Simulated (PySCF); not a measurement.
# SiOBr: relaxation and vibrations of the doublet

Where does doublet SiOBr go from a linear start, is the end point a minimum, and what are its modes, charges and moments?

Method: PBE0, basis Si def2-TZVP, O def2-TZVP, Br def2-TZVP, no relativity, density fitting; program: PySCF 2.14.0.

**1. Where the work starts**

3 atoms, charge 0, spin multiplicity 2.

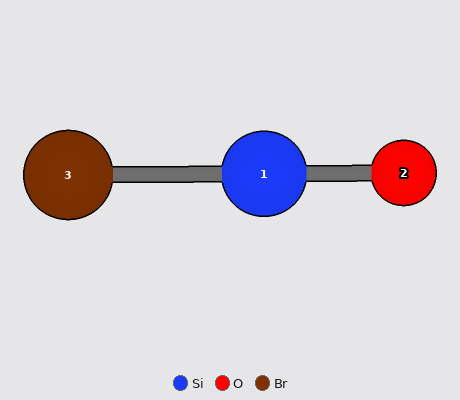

As it starts; silicon blue, oxygen red, bromine brown; atoms are numbered from 1 in the order of the file.

Z-matrix (Å, degrees; charge 0 multiplicity 2):
```
Si
O  1 1.6400
Br 1 2.3000 2 180.00
```

**2. Finding the electronic state**

One driver script runs all steps and calls PySCF; scf.py shows how it sets up the SCF of each step. The optimiser is the driver's own. After this first run the driver tries any further starts and a stability analysis.

File scf.py:

```python
from pyscf import gto, scf, dft
mol = gto.M(atom='''
Si     0.000000     0.000000     0.000000
O      0.000000     0.000000    -1.640000
Br     0.000000     0.000000     2.300000''',
    basis={'Si': 'def2-TZVP', 'O': 'def2-TZVP', 'Br': 'def2-TZVP'},
    charge=0, spin=1)
mf = dft.UKS(mol, xc='PBE0')
mf.grids.atom_grid = (50, 194)
aux = {'Si': 'def2-universal-JKFIT', 'O': 'def2-universal-JKFIT', 'Br': 'def2-universal-JKFIT'}
mf = mf.density_fit(auxbasis=aux)
mf.conv_tol = 1e-08
mf.diis_space = 10
mf.max_cycle = 60
mf.init_guess = 'minao'
mf.verbose = 4
mf.kernel()
```

On the command line:

```sh
> OMP_NUM_THREADS=4 python axn.py task.json out
```

The log of the run:

```text
init E= -2937.39250815744
[... the frontier-level lines of each cycle are left out ...]
cycle= 1 E= -2938.13277235138  delta_E= -0.74  |g|= 0.755  |ddm|= 1.62
cycle= 2 E= -2933.92603366307  delta_E= 4.21  |g|= 2.43  |ddm|= 2.14
cycle= 3 E= -2938.35013806746  delta_E= -4.42  |g|= 0.238  |ddm|= 1.98
cycle= 4 E= -2938.37256883595  delta_E= -0.0224  |g|= 0.176  |ddm|= 0.446
cycle= 5 E= -2938.39225706542  delta_E= -0.0197  |g|= 0.0533  |ddm|= 0.233
cycle= 6 E= -2938.39307166308  delta_E= -0.000815  |g|= 0.0177  |ddm|= 0.0303
cycle= 7 E= -2938.39320118408  delta_E= -0.00013  |g|= 0.0086  |ddm|= 0.0103
cycle= 8 E= -2938.3932339714  delta_E= -3.28e-05  |g|= 0.00235  |ddm|= 0.00608
cycle= 9 E= -2938.39323702616  delta_E= -3.05e-06  |g|= 0.000466  |ddm|= 0.00181
cycle= 10 E= -2938.39323731388  delta_E= -2.88e-07  |g|= 0.00016  |ddm|= 0.000644
cycle= 11 E= -2938.39323746502  delta_E= -1.51e-07  |g|= 8.72e-05  |ddm|= 0.000737
cycle= 12 E= -2938.39323749584  delta_E= -3.08e-08  |g|= 4.09e-05  |ddm|= 0.000374
cycle= 13 E= -2938.39323750006  delta_E= -4.22e-09  |g|= 7.23e-06  |ddm|= 0.000161
Extra cycle  E= -2938.39323750006  delta_E= 1.82e-12  |g|= 1.38e-05  |ddm|= 2.03e-05
converged SCF energy = -2938.39323750006  <S^2> = 0.76301965  2S+1 = 2.0129775
```

This step, with its further starts and checks, needed 13 s of wall time on 4 threads of Arm Neoverse N1, shared host.

No lower solution of this spin turned up in the test of internal stability.

**3. Linear start, doublet: relaxation**

The program finds C∞v symmetry in the start, which this walk keeps.

scf.py, as its differences from that of step 2:

```diff
@@ -3,3 +3,3 @@
-Si     0.000000     0.000000     0.000000
-O      0.000000     0.000000    -1.640000
-Br     0.000000     0.000000     2.300000''',
+Si     0.000000    -0.000000    -1.263571
+O      0.000000    -0.000000    -2.903571
+Br     0.000000     0.000000     1.036429''',
@@ -15 +14,0 @@
-mf.init_guess = 'minao'
```

The optimiser's trace:

```
step   energy (Eh)  change (kJ/mol)  largest symmetric gradient (Eh/bohr)
   0  -2938.393237             0.00                               0.09691
   1  -2938.404335           -29.14                               0.04262
   2  -2938.405551           -32.33                               0.01746
   3  -2938.405791           -32.96                               0.00347
   4  -2938.405809           -33.01                               0.00070
   5  -2938.405813           -33.02                               0.00039
   6  -2938.405813           -33.02                               0.00011
```

The walk took 25 s.

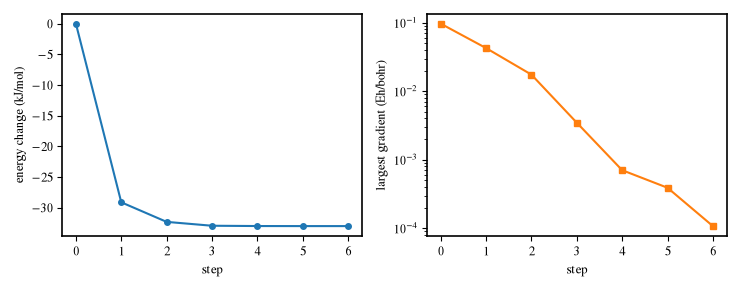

Energy and largest gradient along the walk.

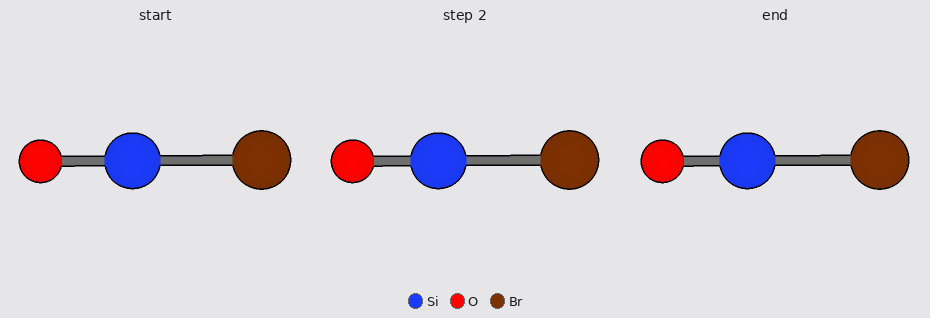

The geometry along the walk, at one scale.

After 6 steps and 33.0 kJ/mol it ends at C∞v: Si–Br 2.359 Å, Si–O 1.515 Å; Br–Si–O 180.0°.

**4. Vibrations and properties at this point**

On the finer grid the gradient is checked again; gradients at displacements of ±0.02 bohr then give force constants and infrared intensities.

scf.py, as its differences from that of step 3:

```diff
@@ -3,3 +3,3 @@
-Si     0.000000    -0.000000    -1.263571
-O      0.000000    -0.000000    -2.903571
-Br     0.000000     0.000000     1.036429''',
+Si     0.000000    -0.000000    -1.317518
+O      0.000000    -0.000000    -2.832661
+Br    -0.000000     0.000000     1.041283''',
@@ -9 +9 @@
-mf.grids.atom_grid = (50, 194)
+mf.grids.atom_grid = (75, 302)
@@ -12 +12 @@
-mf.conv_tol = 1e-08
+mf.conv_tol = 1e-10
```

The driver hands on the density of the step before, so the log starts near convergence.

Log of the central SCF (cycles and frontier levels):

```text
init E= -2938.40576121849
[... the frontier-level lines of each cycle are left out ...]
cycle= 1 E= -2938.40576121848  delta_E= 1.59e-11  |g|= 8.02e-06  |ddm|= 1.4e-05
Extra cycle  E= -2938.40576121844  delta_E= 3.91e-11  |g|= 1.19e-05  |ddm|= 2e-05
converged SCF energy = -2938.40576121844  <S^2> = 0.76102417  2S+1 = 2.0109939
```

The whole step took 56 s.

Geometry: C∞v; Si–Br 2.359 Å, Si–O 1.515 Å; Br–Si–O 180.0°.

Modes, for the most abundant isotopes:

```
symmetry  ω (cm⁻¹)  IR (km/mol)  μ (u)     type
       π      294i         10.4  22.12     bend
      σ+       257         28.3  29.35  stretch
      σ+      1222          110  19.06  stretch
```

2 modes are imaginary, the largest at 294i cm⁻¹: a saddle point, not a minimum.

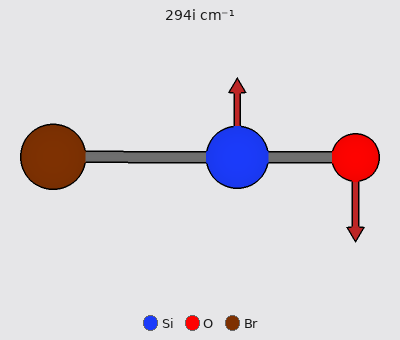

The imaginary mode, as arrows.

Constants and moments:

- Dipole moment: 1.99 D
- Highest occupied level: -6.88 eV
- Lowest empty level: -4.04 eV
- Rotational constants: 0.06423 cm⁻¹
- Zero-point energy (real modes): 8.8 kJ/mol
- Principal polarisabilities: 37.6, 37.6, 79.5 bohr³
- Atomisation energy without zero-point energy: 855 kJ/mol
- Principal traceless quadrupole moments about the centre of mass: -12.68, 6.34, 6.34 D Å
- Spin squared ⟨S²⟩: 0.761

Charges (e) and bond orders:

```csv
atom,Mulliken,Löwdin,polar tensor,spin (Mulliken),Mayer order to Si1
Si1,0.50,0.10,0.71,0.60,–
O2,-0.35,-0.18,-0.41,0.05,2.25
Br3,-0.15,0.08,-0.30,0.35,1.09
```

Outer orbital energies (eV). α occupied: -22.45, -13.97, -11.52, -10.16, -10.16, -9.41, -9.41, -6.88; empty: -2.58, -2.58, 1.98, 2.82. β occupied: -26.75, -21.94, -13.18, -10.68, -10.07, -10.07, -9.33, -9.33; empty: -4.04, -1.83, -1.83, 2.31.

Mulliken populations on Si1: s 5.51, p 7.53, d 0.39, f 0.06.

**5. Following the imaginary mode**

The atoms are moved a little along the softest imaginary mode and relaxed again.

The program finds Cs symmetry in the start, which this walk keeps. The walk stops when the largest gradient is under 0.0003 Eh/bohr and the energy has settled too.

scf.py, as its differences from that of step 4:

```diff
@@ -3,3 +3,3 @@
-Si     0.000000    -0.000000    -1.317518
-O      0.000000    -0.000000    -2.832661
-Br    -0.000000     0.000000     1.041283''',
+Si     0.046117    -0.102804    -1.317583
+O     -0.049115     0.109488    -2.832727
+Br    -0.006394     0.014254     1.041218''',
@@ -9 +9 @@
-mf.grids.atom_grid = (75, 302)
+mf.grids.atom_grid = (50, 194)
@@ -12 +12 @@
-mf.conv_tol = 1e-10
+mf.conv_tol = 1e-08
```

The optimiser's trace:

```
step   energy (Eh)  change (kJ/mol)  largest symmetric gradient (Eh/bohr)
   0  -2938.408629             0.00                               0.01981
   1  -2938.414044           -14.22                               0.01709
   2  -2938.420019           -29.90                               0.03094
   3  -2938.423352           -38.65                               0.05716
   4  -2938.428864           -53.13                               0.01653
   5  -2938.429735           -55.41                               0.00378
   6  -2938.429900           -55.85                               0.00259
   7  -2938.429912           -55.88                               0.00022
   8  -2938.429912           -55.88                               0.00002
```

The walk took 33 s.

Positions (Å) and forces (eV/Å) along the way:

```
step 0
Si   0.046  -0.103  -1.318   0.267  -0.577  -0.732
O   -0.049   0.109  -2.833  -0.144   0.302   1.018
Br  -0.006   0.014   1.041  -0.123   0.275  -0.287
step 1
Si   0.083  -0.185  -1.326   0.396  -0.879   0.409
O   -0.071   0.159  -2.793  -0.254   0.560   0.120
Br  -0.021   0.048   1.010  -0.141   0.318  -0.529
step 4
Si   0.191  -0.425  -1.316  -0.062   0.136  -0.625
O   -0.135   0.301  -2.628   0.101  -0.224   0.850
Br  -0.065   0.146   0.835  -0.039   0.088  -0.225
step 8
Si   0.213  -0.476  -1.326  -0.001   0.001  -0.001
O   -0.147   0.327  -2.565   0.002  -0.001   0.001
Br  -0.076   0.169   0.781  -0.001   0.000   0.000
```

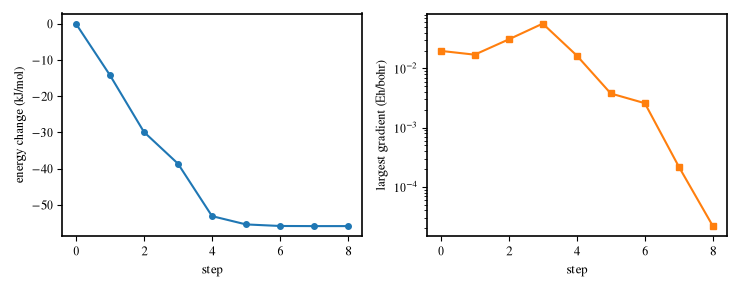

How energy and gradient fall.

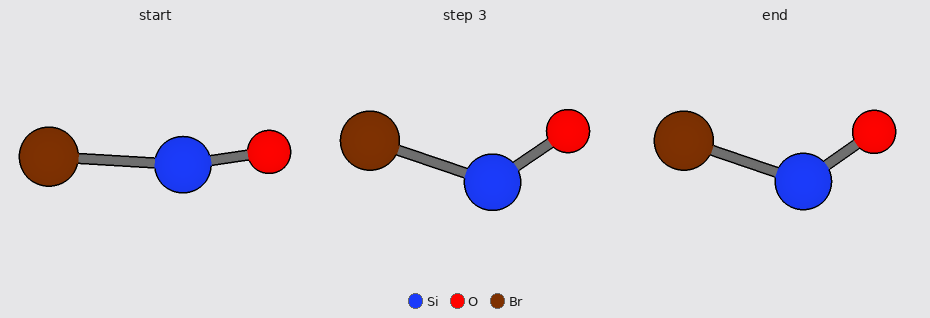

Start and end of the relaxation, with a step between.

End point (Cs, 8 steps, 55.9 kJ/mol gained): Si–Br 2.222 Å, Si–O 1.520 Å; Br–Si–O 126.1°.

**6. Hessian and properties**

As before: finer grid, then central differences.

scf.py, as its differences from that of step 5:

```diff
@@ -3,3 +3,3 @@
-Si     0.046117    -0.102804    -1.317583
-O     -0.049115     0.109488    -2.832727
-Br    -0.006394     0.014254     1.041218''',
+Si     0.232907    -0.519201    -1.191960
+O     -0.127772     0.284831    -2.430644
+Br    -0.056724     0.126449     0.914946''',
@@ -9 +9 @@
-mf.grids.atom_grid = (50, 194)
+mf.grids.atom_grid = (75, 302)
@@ -12 +12 @@
-mf.conv_tol = 1e-08
+mf.conv_tol = 1e-10
```

SCF at the final geometry:

```text
init E= -2938.42985475369
[... the frontier-level lines of each cycle are left out ...]
cycle= 1 E= -2938.42985475368  delta_E= 7.28e-12  |g|= 6.67e-06  |ddm|= 5.4e-06
Extra cycle  E= -2938.42985475357  delta_E= 1.12e-10  |g|= 1.78e-05  |ddm|= 1.27e-05
converged SCF energy = -2938.42985475357  <S^2> = 0.75652562  2S+1 = 2.006515
```

The whole step needed 80 s of wall time on 4 threads of Arm Neoverse N1, shared host.

Geometry: Cs; Si–Br 2.223 Å, Si–O 1.520 Å; Br–Si–O 126.0°.

Harmonic modes (main isotopes):

| symmetry | ω (cm⁻¹) | IR (km/mol) |
| --- | --- | --- |
| a' | 205 | 10.3 |
| a' | 405 | 79.5 |
| a' | 1201 | 67.6 |

No imaginary mode, so this is a minimum.

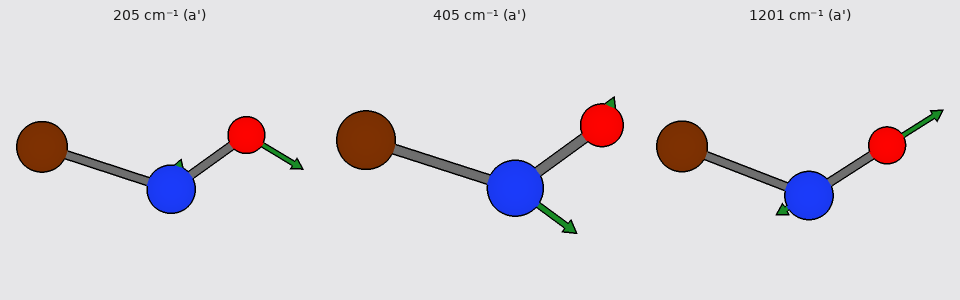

How the atoms move in 3 of the modes.

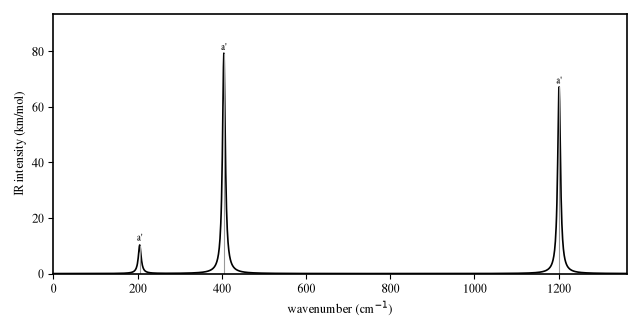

The harmonic infrared spectrum (widths in cm⁻¹). Lines are broadened to a width of 8 cm⁻¹ (Lorentzian).

Properties at this point:

```
Dipole moment                                                   : 2.87 D
Highest occupied level                                          : -7.76 eV
Lowest empty level                                              : -4.40 eV
Rotational constants                                            : 1.585, 0.08353, 0.07935 cm⁻¹
Zero-point energy                                               : 10.8 kJ/mol
Principal polarisabilities                                      : 35.6, 41.6, 66.4 bohr³
Atomisation energy without zero-point energy                    : 919 kJ/mol
Principal traceless quadrupole moments about the centre of mass : -11.54, 5.26, 6.28 D Å
Entropy at 298.15 K and 1 bar (electronic part: spin only)      : 290.2 J/(mol K)
Heat capacity Cp at 298.15 K                                    : 47.9 J/(mol K)
Enthalpy at 298.15 K above 0 K                                  : 12.21 kJ/mol
Rotational symmetry number                                      : 1
Spin squared ⟨S²⟩                                               : 0.757
```

Charges (e) and bond orders:

| atom | Mulliken | Löwdin | polar tensor | spin (Mulliken) | Mayer order to Si1 |
| --- | --- | --- | --- | --- | --- |
| Si1 | 0.54 | -0.03 | 0.84 | 0.61 | – |
| O2 | -0.41 | -0.18 | -0.50 | 0.20 | 2.18 |
| Br3 | -0.13 | 0.21 | -0.34 | 0.19 | 1.20 |

Outer orbital energies (eV). α occupied: -22.79, -14.01, -11.37, -10.38, -10.26, -9.36, -9.26, -7.76; empty: -2.40, -0.07, 0.94, 2.92. β occupied: -26.38, -22.51, -13.35, -10.56, -10.13, -10.01, -9.29, -8.99; empty: -4.40, -1.70, 0.38, 1.45.

Mulliken populations on Si1: s 5.37, p 7.61, d 0.42, f 0.06.

**7. All stationary points**

| spin | group | bonds | imaginary modes (cm⁻¹) | ΔE (kJ/mol) | with zero-point energy |
| --- | --- | --- | --- | --- | --- |
| doublet | Cs | Si–Br 2.223 Å, Si–O 1.520 Å | none | 0.0 | 0.0 |
| doublet | C∞v | Si–Br 2.359 Å, Si–O 1.515 Å | 294i, 294i | 63.3 | – |

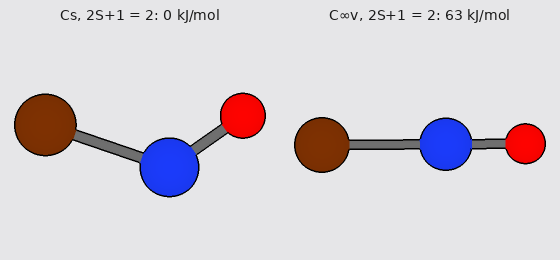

The points, lowest first (silicon blue, oxygen red, bromine brown).

**8. Summary of results**

| quantity | value |
| --- | --- |
| minimum | doublet, Cs |
| geometry | Si–Br 2.223 Å, Si–O 1.520 Å; Br–Si–O 126.0° |
| wavenumbers (cm⁻¹) | 205 (a'), 405 (a'), 1201 (a') |
| dipole moment | 2.87 D |
| highest occupied, lowest empty level (either spin) | -7.76, -4.40 eV |
| polar-tensor charge of Si1 | +0.84 e |
| zero-point energy | 10.8 kJ/mol |
| entropy at 298.15 K | 290.2 J/(mol K) |
| atomisation energy (no zero-point energy) | 919 kJ/mol |
| ⟨S²⟩ | 0.757 |

The linear start (C∞v) ends in a minimum of Cs symmetry, after a stop at a second-order saddle point 63.3 kJ/mol higher, from which it was pushed off along an imaginary mode. In the infrared the band at 405 cm⁻¹ (a', mixed) leads. Most of the spin sits on Si1 (Mulliken spin 0.61, against 1 for the whole molecule). Only this shape and spin were tried, so other structures or states may lie lower.

The search up to here took 3.5 min.
